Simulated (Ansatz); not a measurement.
**BrGeH₃O (SMILES [OH][GeH2][Br]): functionals against CCSD(T) at one geometry**

Aim: energy, forces and dipole at a structure displaced at random from a GFN2-xTB minimum, from CCSD(T) and from density functionals.

Program: Ansatz 0.2.0, Gaussian basis. Level of theory: single points in def2-TZVPP. These are calculated values, not measurements.

Correlated methods freeze the cores. Filled d shells of the heavier atoms are correlated.

## (1) The system as given

6 atoms, charge 0, spin multiplicity 1.

Atoms are counted from 1 here; the program's logs count them from 0.

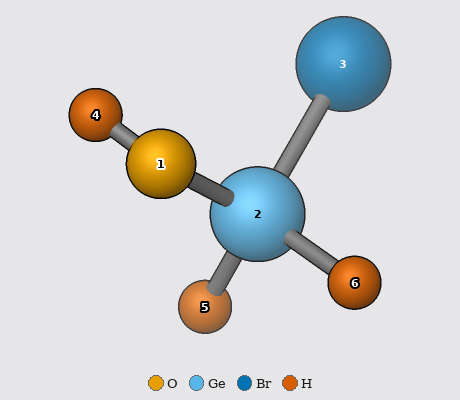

The starting geometry (colours as in the key); atoms are numbered from 1 in the order of the file.

As a file:

```
O    -0.5851   -1.1899    0.0788
Ge    0.2871    0.2359    0.0788
Br   -1.0342    1.9897   -0.0731
H    -1.1366   -1.3706   -0.6724
H     1.4032    0.2899   -0.9425
H     0.9837    0.2151    1.4829
```

## (2) CCSD(T)/def2-TZVPP

Contents of run/in.yaml:

```yaml
crystal:
  periodic: [false, false, false]
  atoms:
    - {symbol: O, position_ang: [-0.585100, -1.189900, 0.078800]}
    - {symbol: Ge, position_ang: [0.287100, 0.235900, 0.078800]}
    - {symbol: Br, position_ang: [-1.034200, 1.989700, -0.073100]}
    - {symbol: H, position_ang: [-1.136600, -1.370600, -0.672400]}
    - {symbol: H, position_ang: [1.403200, 0.289900, -0.942500]}
    - {symbol: H, position_ang: [0.983700, 0.215100, 1.482900]}
basis:
  gaussian: {orbitals: def2-TZVPP}
correlation: {method: ccsd_t}
output: {forces: true}
```

No record of the launch command was kept for these runs.

## (3) PBE0-D4/def2-TZVPP

run/in.yaml, as its differences from that of step 2:

```diff
@@ -11,3 +11,3 @@
   gaussian: {orbitals: def2-TZVPP}
-correlation: {method: ccsd_t}
-output: {forces: true}
+hamiltonian: {xc: pbe0, dispersion: d4}
+output: {forces: true, orbitals: {seedname: orbitals}}
```

## (4) wB97M-V/def2-TZVPP

run/in.yaml, as its differences from that of step 3:

```diff
@@ -11,3 +11,3 @@
   gaussian: {orbitals: def2-TZVPP}
-hamiltonian: {xc: pbe0, dispersion: d4}
-output: {forces: true, orbitals: {seedname: orbitals}}
+hamiltonian: {xc: {name: wB97M-V}}
+output: {forces: true}
```

## (5) r2SCAN-D4/def2-TZVPP

run/in.yaml, as its differences from that of step 4:

```diff
@@ -11,3 +11,3 @@
   gaussian: {orbitals: def2-TZVPP}
-hamiltonian: {xc: {name: wB97M-V}}
+hamiltonian: {xc: r2scan, dispersion: d4}
 output: {forces: true}
```

## (6) PBE-D4/def2-TZVPP

run/in.yaml, as its differences from that of step 5:

```diff
@@ -11,3 +11,3 @@
   gaussian: {orbitals: def2-TZVPP}
-hamiltonian: {xc: r2scan, dispersion: d4}
+hamiltonian: {xc: pbe, dispersion: d4}
 output: {forces: true}
```

## (7) BLYP-D4/def2-TZVPP

run/in.yaml, as its differences from that of step 6:

```diff
@@ -11,3 +11,3 @@
   gaussian: {orbitals: def2-TZVPP}
-hamiltonian: {xc: pbe, dispersion: d4}
+hamiltonian: {xc: {name: BLYP}, dispersion: d4}
 output: {forces: true}
```

## (8) CAM-B3LYP-D4/def2-TZVPP

run/in.yaml, as its differences from that of step 7:

```diff
@@ -11,3 +11,3 @@
   gaussian: {orbitals: def2-TZVPP}
-hamiltonian: {xc: {name: BLYP}, dispersion: d4}
+hamiltonian: {xc: {name: CAM-B3LYP}, dispersion: d4}
 output: {forces: true}
```

(Steps that only read results are left out.)

Before running it: what results should come out? Wanted: energy less free atoms, CCSD(T)/def2-TZVPP; RMS force component; RMS force error; HOMO and LUMO, PBE0-D4; T1 diagnostic.

The runs gave:

| quantity | value |
| --- | --- |
| energy less free atoms, CCSD(T)/def2-TZVPP | -17.629 eV |
| RMS force component | 1.227 to 1.485 eV/Å over the methods |
| RMS force error | PBE0-D4 0.068, wB97M-V 0.031, r2SCAN-D4 0.051, PBE-D4 0.224, BLYP-D4 0.303, CAM-B3LYP-D4 0.058 eV/Å |
| HOMO and LUMO, PBE0-D4 | -8.36 and 0.09 eV |
| T1 diagnostic | 0.009 |

**Reading.** Against CCSD(T) the functionals' energies less atoms differ by -0.365 to +0.118 eV, PBE-D4 by -0.289 eV. A larger basis would deepen the CCSD(T) value, while the functionals are nearly converged already, so the order here is not reliable. For forces wB97M-V does best and BLYP-D4 worst. Frozen-core CCSD(T) forces in triple zeta carry basis errors of their own, and this is one geometry, so small gaps rank nothing.
